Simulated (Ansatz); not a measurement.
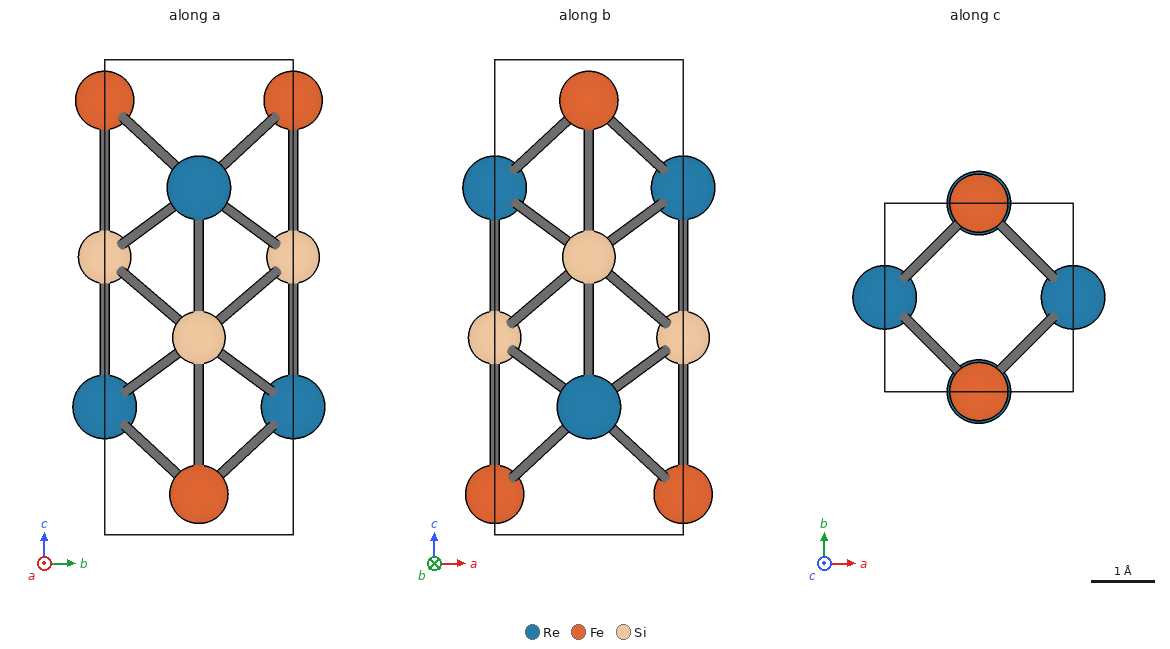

We look at a ball-and-stick model of the crystal along the a axis, along the b axis and along the c axis. The conventional unit cell is outlined; an atom on or near a face, edge or corner is repeated at each equivalent position.

Lattice parameters: a = 3.021 Å, b = 3.021 Å, c = 7.617 Å, α = 90.00°, β = 90.00°, γ = 90.00°.

Question: From the views, write a table of Wyckoff sites, with free fractional coordinates to two decimals.

Answer: Space group P4/nmm:1 (No. 129).
```json
{"atom": "Re", "site": "2c", "x": "0.00", "y": "0.50", "z": "0.73"}
{"atom": "Fe", "site": "2c", "x": "0.50", "y": "0.00", "z": "0.91"}
{"atom": "Si", "site": "2c", "x": "0.00", "y": "0.50", "z": "0.42"}
```

About the cell: it is a generated cell, made by putting these elements into a known structure type (the compound may or may not exist in this form), and it is unrelaxed. A calculation with Ansatz used it as input.

At this level of theory the cell isn't at rest (compressed, at 47 GPa and forces up to 1.4 eV/Å), so its distances can differ from those at equilibrium, the more so the softer the solid.
